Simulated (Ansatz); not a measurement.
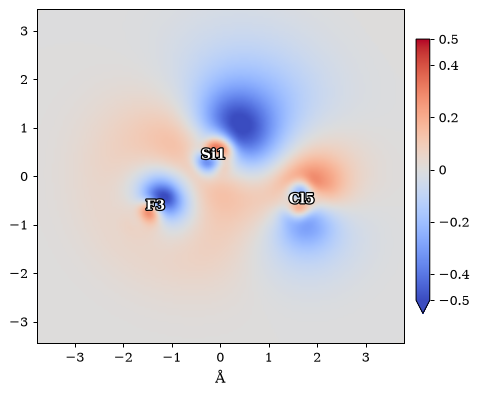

Figure. ClFH$_{2}$Si. The LUMO on the plane of atoms F3, Si1 and Cl5 (values in Å⁻³ᐟ²; the overall sign is arbitrary).

Not at a stationary point (largest force 1.5 eV/Å).

The calculation used RKS LDA/def2-SVP (Ansatz).

The calculation's input:

```
crystal:
  periodic: [false, false, false]
  atoms:
    - { symbol: Si, position_ang: [0.0, 0.0, 0.0] }
    - { symbol: H, position_ang: [0.8854, 0.0, 1.4041] }
    - { symbol: F, position_ang: [1.7331, 0.0, 0.448] }
    - { symbol: H, position_ang: [-0.6877, 1.1914, -0.4862] }
    - { symbol: Cl, position_ang: [-1.0032, -1.7381, -0.7093] }
basis:
  gaussian: { orbitals: def2-SVP }
hamiltonian:
  xc: lda
relax:
  f_tol: 0.15
  max_steps: 25
  restrain:
    - { distance: [1, 2], at: 2.12, k: 30.0 }
    - { distance: [0, 1], at: 1.46, k: 30.0 }
    - { distance: [0, 2], at: 1.59, k: 30.0 }
output:
  orbitals: {}
```

Command:

```sh
ansatz run input.yaml --threads 1 --pin off --max-ram 2048MiB --backend cpu --events-out ev --progress --plain --runs-dir out
```

The fields are those of the run's last geometry, not of the input's.

**What is the character of this orbital?**

By Hirshfeld shares it lies mainly on Si1 (about 60 %), Cl5 (about 15 %), H2 (about 10 %), H4 (about 10 %) and F3 (about 10 %). Its energy is −0.90 eV.
